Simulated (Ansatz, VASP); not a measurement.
**TiO2 (Rutile): VASP beside Ansatz**

One calculation is typed for both programs; each brings its own data sets and cutoff. How far apart do they land?

Main program and level: Ansatz 0.2.0; plane waves, with VASP 6.6.1 beside it; single point at PBE.

## Step 1: Starting point

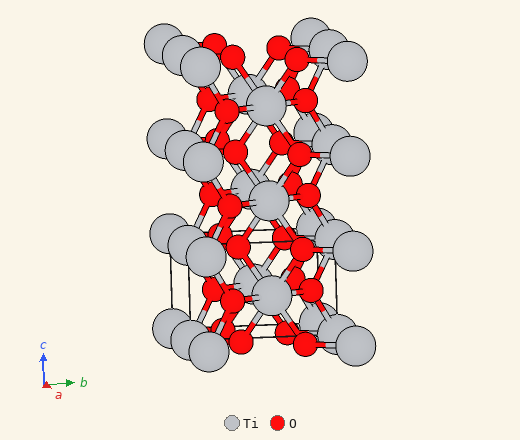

The cell as given, slightly off an axis (titanium light grey, oxygen red). 2×1×3 cells are drawn. Some periodic images of atoms are drawn too.

## Step 2: VASP: single point, PBE

A single point gives forces, pressure and levels at one fixed geometry, so differences don't come from the geometry; what else differs is listed under the comparison.

Lines of VASP's logs that name or quote its potential files are left out, and so is its time.

INCAR reads:

```
SYSTEM = TiO2
PREC = Accurate
ENCUT = 520
EDIFF = 1E-07
NELM = 100
ISMEAR = 0
SIGMA = 0.01
LREAL = .FALSE.
ALGO = Normal
GGA = PE
NBANDS = 30
LASPH = .TRUE.
LORBIT = 11
LWAVE = .FALSE.
LCHARG = .FALSE.
KPAR = 4
```

POSCAR reads:

```
TiO2
1.0
    4.5922000000      0.0000000000      0.0000000000
    0.0000000000      4.5922000000      0.0000000000
    0.0000000000      0.0000000000      2.9574000000
Ti O
2 4
Direct
    0.5000000000      0.5000000000      0.5000000000
    0.0000000000      0.0000000000      0.0000000000
    0.8049600000      0.1950400000      0.5000000000
    0.6950400000      0.6950400000      0.0000000000
    0.1950400000      0.8049600000      0.5000000000
    0.3049600000      0.3049600000      0.0000000000
```

KPOINTS reads:

```
Automatic mesh
0
Gamma
4 4 6
0 0 0
```

PAW data sets: Ti_sv and O (PBE family, release 64).

The run is started by

```sh
> mpirun -np 4 vasp_std
```

Numbers of over 12 decimals in the logs are rounded to 6 here.

Output:

```text
[banner, memory and clock lines left out]
running    4 mpi-ranks, on    1 nodes
 distrk:  each k-point on    1 cores,    4 groups
 distr:  one band on    1 cores,    1 groups

 POSCAR found type information on POSCAR TiO
 POSCAR found :  2 types and       6 ions
 LDA part: xc-table for (Slater+PW92), standard interpolation
 POSCAR, INCAR and KPOINTS ok, starting setup
 FFT: planning ... GRIDC
 FFT: planning ... GRID_SOFT
 FFT: planning ... GRID
 WAVECAR not read
 entering main loop
       N       E                     dE             d eps       ncg     rms          rms(c)
DAV:   1     0.673284241416E+03    0.67328E+03   -0.24747E+04  1440   0.190E+03
DAV:   2     0.395677846693E+02   -0.63372E+03   -0.59706E+03  1576   0.555E+02
DAV:   3    -0.661443141456E+02   -0.10571E+03   -0.10428E+03  2158   0.207E+02
DAV:   4    -0.709102915787E+02   -0.47660E+01   -0.47601E+01  1932   0.438E+01
DAV:   5    -0.711176406949E+02   -0.20735E+00   -0.20731E+00  2000   0.740E+00    0.315E+01
DAV:   6    -0.540962896626E+02    0.17021E+02   -0.10255E+02  1752   0.974E+01    0.116E+01
DAV:   7    -0.538478565463E+02    0.24843E+00   -0.15104E+01  1744   0.325E+01    0.820E+00
DAV:   8    -0.537241586818E+02    0.12370E+00   -0.30514E+00  1690   0.172E+01    0.358E+00
DAV:   9    -0.536351931410E+02    0.88966E-01   -0.72699E-01  1828   0.760E+00    0.106E+00
DAV:  10    -0.536449968406E+02   -0.98037E-02   -0.78475E-02  1766   0.218E+00    0.489E-01
DAV:  11    -0.536411841789E+02    0.38127E-02   -0.19266E-02  1780   0.997E-01    0.646E-02
DAV:  12    -0.536412917220E+02   -0.10754E-03   -0.17798E-03  1638   0.463E-01    0.992E-02
DAV:  13    -0.536411869558E+02    0.10477E-03   -0.34080E-04  1700   0.195E-01    0.164E-02
DAV:  14    -0.536411937415E+02   -0.67857E-05   -0.66417E-05  1958   0.721E-02    0.201E-02
DAV:  15    -0.536411907342E+02    0.30073E-05   -0.25896E-05  1850   0.530E-02    0.225E-03
DAV:  16    -0.536411907251E+02    0.90185E-08   -0.10490E-06  1834   0.105E-02    0.159E-03
DAV:  17    -0.536411908516E+02   -0.12645E-06   -0.10280E-07   984   0.329E-03    0.228E-04
DAV:  18    -0.536411908613E+02   -0.97352E-08   -0.45500E-08   762   0.153E-03
   1 F= -.53641191E+02 E0= -.53641191E+02  d E =-.177828E-36
```

From OUTCAR (step 2):

```text
ion  position               nearest neighbor table
   1  0.500  0.500  0.500-   4 1.95   6 1.95   4 1.95   6 1.95   5 1.98   3 1.98
   2  0.000  0.000  0.000-   3 1.95   5 1.95   3 1.95   5 1.95   4 1.98   6 1.98
   3  0.805  0.195  0.500-   2 1.95   2 1.95   1 1.98
   4  0.695  0.695  0.000-   1 1.95   1 1.95   2 1.98
   5  0.195  0.805  0.500-   2 1.95   2 1.95   1 1.98
   6  0.305  0.305  0.000-   1 1.95   1 1.95   2 1.98

  LATTYP: Found a simple tetragonal cell.
 ALAT       =     4.5922000000
 C/A-ratio  =     0.6440050520

 Subroutine GETGRP returns: Found 16 space group operations
 (whereof  8 operations were pure point group operations)

The static configuration has the point symmetry D_2h.
 The point group associated with its full space group is D_4h.

 Found     24 irreducible k-points:

   k-points           NKPTS =     24   k-points in BZ     NKDIM =     24   number of bands    NBANDS=     30

   dimension x,y,z NGX =    36 NGY =   36 NGZ =   24
   dimension x,y,z NGXF=    72 NGYF=   72 NGZF=   48

   ENCUT  =  520.0 eV  38.22 Ry    6.18 a.u.   8.54  8.54  5.50*2*pi/ulx,y,z

   NELECT =      48.0000    total number of electrons

 k-points in reciprocal lattice and weights: Automatic mesh
   0.00000000  0.00000000  0.00000000       0.010
   0.25000000  0.00000000  0.00000000       0.042
   0.50000000  0.00000000  0.00000000       0.021
   0.25000000  0.25000000  0.00000000       0.042
   0.50000000  0.25000000  0.00000000       0.042
   0.50000000  0.50000000  0.00000000       0.010
   0.00000000  0.00000000  0.16666667       0.021
   0.25000000  0.00000000  0.16666667       0.083
   0.50000000  0.00000000  0.16666667       0.042
[...]
0.50000000  0.25000000  0.50000000       0.042
   0.50000000  0.50000000  0.50000000       0.010

 average (electrostatic) potential at core
       1 -76.1903       2 -76.1903       3 -69.2857       4 -69.2857       5 -69.2857
       6 -69.2857

 E-fermi :   4.9469

 k-point     1 :       0.0000    0.0000    0.0000
  band No.  band energies     occupation
    ...
     20       2.8776      2.00000
     21       4.1568      2.00000
     22       4.4163      2.00000
     23       4.4163      2.00000
     24       4.8603      2.00000
     25       6.7304      0.00000
     26       7.0396      0.00000
     27       7.2650      0.00000
     28       7.3550      0.00000
     29       7.3550      0.00000
    ...

 k-point     2 :       0.2500    0.0000    0.0000
  band No.  band energies     occupation
    ...
     20       2.9223      2.00000
     21       3.4303      2.00000
     22       3.7976      2.00000
     23       4.0408      2.00000
     24       4.6280      2.00000
     25       7.0292      0.00000
     26       7.3631      0.00000
     27       7.5804      0.00000
     28       7.6503      0.00000
     29       7.6684      0.00000
    ...

 k-point     3 :       0.5000    0.0000    0.0000
  band No.  band energies     occupation
    ...
     20       1.8205      2.00000
     21       3.2191      2.00000
     22       3.2191      2.00000
     23       4.1150      2.00000
     24       4.1150      2.00000
     25       7.4069      0.00000
     26       7.4069      0.00000
     27       7.8758      0.00000
     28       7.8758      0.00000
     29       8.4234      0.00000
    ...

  Total        2.4262751      2.4262751      2.2498039     -0.0000000      0.0000000      0.0000000
  in kB       62.3302648     62.3302648     57.7967736     -0.0000000      0.0000000      0.0000000
  external PRESSURE =      60.8191011 kB  Pullay stress =       0.0000000 kB

  energy-cutoff  :      520.00
  volume of cell :       62.37
      direct lattice vectors                 reciprocal lattice vectors
     4.592200000  0.000000000  0.000000000     0.217760550  0.000000000  0.000000000
     0.000000000  4.592200000  0.000000000     0.000000000  0.217760550  0.000000000
     0.000000000  0.000000000  2.957400000     0.000000000  0.000000000  0.338134848

 POSITION                                       TOTAL-FORCE (eV/Angst)
 -----------------------------------------------------------------------------------
      2.29610      2.29610      1.47870         0.000000      0.000000      0.000000
      0.00000      0.00000      0.00000         0.000000      0.000000      0.000000
      3.69654      0.89566      1.47870        -0.088800      0.088800     -0.000000
      3.19176      3.19176      0.00000         0.088800      0.088800     -0.000000
      0.89566      3.69654      1.47870         0.088800     -0.088800      0.000000
      1.40044      1.40044      0.00000        -0.088800     -0.088800      0.000000
 -----------------------------------------------------------------------------------
    total drift:                                0.000000      0.000000     -0.000000

  FREE ENERGIE OF THE ION-ELECTRON SYSTEM (eV)
  ---------------------------------------------------
  free  energy   TOTEN  =       -53.6411908613 eV

  energy  without entropy=      -53.6411908613  energy(sigma->0) =      -53.64119086

 total charge
# of ion       s       p       d       tot
------------------------------------------
    1        2.222   6.302   1.718  10.243
    2        2.222   6.302   1.718  10.243
    3        1.573   3.504   0.000   5.077
    4        1.573   3.504   0.000   5.077
    5        1.573   3.504   0.000   5.077
    6        1.573   3.504   0.000   5.077
--------------------------------------------------
tot         10.737  26.618   3.437  40.792

[... 3 further parts left out ...]
```

The run ends at a pressure of 6.08 GPa, with forces up to 0.13 eV/Å.

## Step 3: Ansatz: single point, PBE

Ansatz runs on its default PAW (the set named soft_2) files.

The same cell, functional, mesh and smearing now go to Ansatz, which takes its cutoff from its data sets.

input.yaml reads:

```yaml
crystal:
  lattice:
    - [4.5922, 0.0, 0.0]
    - [0.0, 4.5922, 0.0]
    - [0.0, 0.0, 2.9574]
  atoms:
    - { symbol: Ti, position: [0.5, 0.5, 0.5] }
    - { symbol: Ti, position: [0.0, 0.0, 0.0] }
    - { symbol: O, position: [0.80496, 0.19504, 0.5] }
    - { symbol: O, position: [0.69504, 0.69504, 0.0] }
    - { symbol: O, position: [0.19504, 0.80496, 0.5] }
    - { symbol: O, position: [0.30496, 0.30496, 0.0] }
hamiltonian:
  xc: pbe
  pseudopotentials: { kind: paw }
kpoints:
  mp_grid: { grid: [4, 4, 6] }
scf:
  occupations: { method: gaussian, width: 0.01 }
  n_extra_bands: 5
output:
  forces: true
  stress: true
  eigenvalues: true
```

The run is started by

```sh
> ansatz run input.yaml --threads 4 --pin off --max-ram 9216MiB --backend cpu --events-out ev --progress --plain --runs-dir out
```

Output:

```text
scf.n_extra_bands = 5 over 24 filled bands (N_el = 48.0): the run solves 29 bands
Engine: ansatz 0.2.0, aarch64-unknown-linux-gnu
Pseudopotentials: kind: paw
Pseudopotential: Ti, paw, valence charge 12, recommended cutoff 420 eV (normal), Ti.paw.azcp
Pseudopotential: O, paw, valence charge 6, recommended cutoff 420 eV (normal), O.paw.azcp
Functional definition: PBE
  parameter kappa = 0.804
  parameter beta = 0.066725
  exchange = pbe_x(kappa = kappa, mu = beta*pi^2/3)
  correlation = pbe_c(beta = beta)
Crystal: 6 atoms, lattice volume = 62.367 Å³
Basis set: ecut = 420 eV, 1217 PW (Γ), exchange–correlation on 64×64×40 points (8 copies of the dense FFT grid, shifted against one another)
Bands: 29, of which v1, the nominal top of the filled ones, is band 24 counted from 1 (23 counted from 0)
Symmetry: 16 space group operations
Space group: P42/mnm (ITA 136), of the structure as read, at distance tolerance 4.0e-5 Å
k-points: 24 of 96
Non-local potential: Ti, projectors of the file, l = 0: 3, l = 1: 2, l = 2: 3, l = 3: 1
Non-local potential: O, projectors of the file, l = 0: 2, l = 1: 2, l = 2: 1
PAW form: soft (Blöchl's): semilocal exchange-correlation on the pseudo side does not see the compensation charge
PAW one-centre angular grid: Ti, 590 points (default); XC on 64 Gauss nodes
PAW one-centre angular grid: O, 110 points (default); XC on 64 Gauss nodes
Initial density: superposition of atomic densities (neutral atoms: chi_scale 0, normalization atom), corrected by the library's trained network
Initial wavefunctions: pseudopotential atomic-orbital guess
Functional: x = pbe(κ = 0.804, μ = 0.219515), c = pbe(β = 0.066725)
SCF iter   1: F=—  HF=-7277.277553 eV  |F-HF|=—  |Δ(HF+E_count)|=         —  Δρ=2.13e-3  dr2=1.66e-3  ethr=1.77e-3  ⟨swp⟩=5.7  Hψ=2892  notcnv=0
preconditioner: auto → Resta (q_TF=auto, 2.612 Å⁻¹)  ε∞=9.2  [insulator: Δε(μ)=1.877 eV  Ē_g=9.271 eV  σ=0.010 eV  W_gap=1.00  n_scr=18 (ndim 8)  ℏωp=26.6 eV  f_vac=0.017  D(μ)=0.00/eV (n_scr^D=0)  ε∞_Penn≈9.2]
SCF iter   2: F=—  HF=-7277.278281 eV  |F-HF|=—  |Δ(HF+E_count)|=   7.28e-4  Δρ=1.26e-3  dr2=5.06e-4  ethr=3.45e-6  ⟨swp⟩=2.5  Hψ=1360  notcnv=0  defer=23
SCF iter   3: F=—  HF=-7277.278548 eV  |F-HF|=—  |Δ(HF+E_count)|=   2.67e-4  Δρ=6.31e-4  dr2=1.54e-4  ethr=1.05e-6  ⟨swp⟩=2.0  Hψ=1058  notcnv=0  defer=23
SCF iter   4: F=—  HF=-7277.278688 eV  |F-HF|=—  |Δ(HF+E_count)|=   1.40e-4  Δρ=1.11e-4  dr2=6.99e-6  ethr=3.20e-7  ⟨swp⟩=2.1  Hψ=1027  notcnv=0  defer=23
SCF iter   5: F=—  HF=-7277.278668 eV  |F-HF|=—  |Δ(HF+E_count)|=   1.98e-5  Δρ=3.22e-5  dr2=5.81e-7  ethr=1.46e-8  ⟨swp⟩=2.2  Hψ=1103  notcnv=0  defer=23
SCF iter   6: F=-7277.278668 eV  HF=-7277.278668 eV  |F-HF|=8.16e-8  |Δ(HF+E_count)|=   1.39e-7  Δρ=1.19e-5  dr2=8.65e-8  ethr=2.08e-10  ⟨swp⟩=7.1  Hψ=2913  notcnv=0
SCF 1 converged in 6 iterations: F = -7277.278668 eV  dr2 = 8.65e-8
  greatest PAW one-centre occupation: 0.999 electrons in one spin orbital (limit 2), on the Ti atom at site 1 (counted from 0), in its partial waves of l = 0
SCF converged after 6 iterations
Free energy (F): -7277.278668 eV
Harris-Foulkes:  -7277.278668 eV  (|F-HF|=8.16e-8)
Internal energy: -7277.278668 eV  (E = F + TS)
E sigma→0 (E₀):  -7277.278668 eV
Fermi energy:    10.097117 eV
--- Per-component energies (eV) ---
  E_band       = -390.221370
  E_kinetic    = 1247.537069
  E_local      = -3084.272638  (includes V_loc(G=0)·N_el)
  E_nonlocal   = 196.446376
  E_hartree    = 1175.039330
  E_xc         = -492.945661
  E_vxc        = -624.333957  (∫ρ·V_xc dr)
  E_paw        = -2721.998413  (= ΣΔE_a)
  E_vpaw       = -475.681063  (= ΣTr[D̂ρ^β])
  E_aug_tail   = 0.010094  (compensation charges beyond the density's cutoff)
  E_ewald      = -3597.094824
  E_smearing   = -0.000000  (= −TS)
  E_closure    = 0.000000  (closes the sum)
  Σ components = -7277.278668   (vs F -7277.278668, Δ=0.00e0)
--- Forces (eV/Å), atoms counted from 1 ---
  atom   1  Ti     0.00000000     0.00000000     0.00000000
  atom   2  Ti     0.00000000    -0.00000000     0.00000000
  atom   3  O     -0.06994714     0.06994714     0.00000000
  atom   4  O      0.06994714     0.06994714     0.00000000
  atom   5  O      0.06994714    -0.06994714     0.00000000
  atom   6  O     -0.06994714    -0.06994714     0.00000000
  max |Σ_I F_I| component: 1.39e-17 eV/Å
--- Stress (GPa, compression-positive) ---
        5.653005       0.000000       0.000000
        0.000000       5.653005       0.000000
        0.000000       0.000000       4.878754
  P = ⅓ Tr σ = 5.3949 GPa (53.949 kbar)
--- Band table (eV; the first three rows and the last of 24) ---
  k-point 0: bands = [... 20 lower, 8.4507, 8.7092, 8.7092, 9.1486, 11.0457, 11.3540, 11.5786, 11.6682, ... 1 higher]
  k-point 1: bands = [... 20 lower, 7.4614, 8.1880, 8.1880, 8.9889, 11.4298, 11.5699, 11.6117, 12.0017, ... 1 higher]
  k-point 2: bands = [... 20 lower, 7.1246, 7.5845, 7.5845, 8.1705, 11.5177, 11.8932, 12.3147, 12.5865, ... 1 higher]
  k-point 23: bands = [... 20 lower, 7.8714, 7.8714, 8.4791, 8.4791, 11.7612, 11.7612, 12.3801, 12.3801, ... 1 higher]
```

Wall time 1.3 s (4 threads of Arm Neoverse N1, shared host); peak memory 0.36 GiB.

The column dr2 measures how far the density is from self-consistency, as an energy; F and HF (Harris–Foulkes) agree once it is small.

The run ends at a pressure of 5.39 GPa, with forces up to 0.099 eV/Å.

## Step 4: Side by side

Known differences besides the PAW data sets themselves: the cutoff is 420 eV in Ansatz and 520 eV in VASP. Total energies have different zeros and are not compared.

Compared:

```
              quantity  Ansatz   VASP  difference
        pressure (GPa)    5.39   6.08       -0.69
gap on the k mesh (eV)   1.897  1.870      +0.027
```

Forces (eV/Å; atoms numbered as in POSCAR):

```
atom         Ansatz x, y, z           VASP x, y, z
 Ti1    0.000, 0.000, 0.000    0.000, 0.000, 0.000
 Ti2    0.000, 0.000, 0.000    0.000, 0.000, 0.000
  O3   -0.070, 0.070, 0.000   -0.089, 0.089, 0.000
  O4    0.070, 0.070, 0.000    0.089, 0.089, 0.000
  O5   0.070, -0.070, 0.000   0.089, -0.089, 0.000
  O6  -0.070, -0.070, 0.000  -0.089, -0.089, 0.000
```

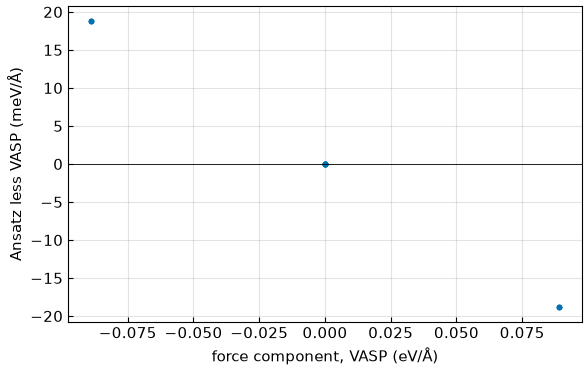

Difference of the force components against their size.

The forces differ by 13 meV/Å r.m.s., which is 21.2 % of the r.m.s. force of 0.06 eV/Å (both taken over all components). Ansatz's pressure holds a Pulay correction of 0.73 GPa; VASP's holds none.

## Step 5: What moves the difference

The difference is large enough to ask for its cause, so further runs change the set-up of one program at a time, as the table lists.

```
                                        run  r.m.s. force difference (meV/Å)
                                   as above                               13
          Ansatz's all-electron LAPW method                               13
    Ansatz's larger PAW set (cutoff 910 eV)                               13
norm-conserving potentials (cutoff 1240 eV)                               14
```

## Step 6: Summary of results

```
r.m.s. force difference (single point, PBE) : 13 meV/Å
difference in pressure (single point, PBE)  : -0.69 GPa
```

What this shows: The r.m.s. force difference is 13 meV/Å (single point, PBE), at about the 12 meV/Å picked in this series as the mark of a large difference. For single point, PBE: no further run halves the r.m.s. force difference; only Ansatz's side was varied, and Ansatz's runs with other potentials lie closer to each other than to VASP, which for this quantity points to VASP's side; this was not tested here. The all-electron run, which needs no data set, lies 13 meV/Å from VASP, against 13 for Ansatz's PAW result. How closely two codes agree says nothing of how well the functional describes the real material.

[Lines on the potential files, build, host, timing and source positions are cut from VASP's logs without a mark.]

[Logs are printed without paths, hosts, clocks, repeated set-up lines and the standing remarks that a program may print on its own settings, such as how far it seeks lower states.]

[Hosts, paths, dates, database ids (printed as entryN), source tags and the programs' standing remarks are cut or masked in the printed files.]
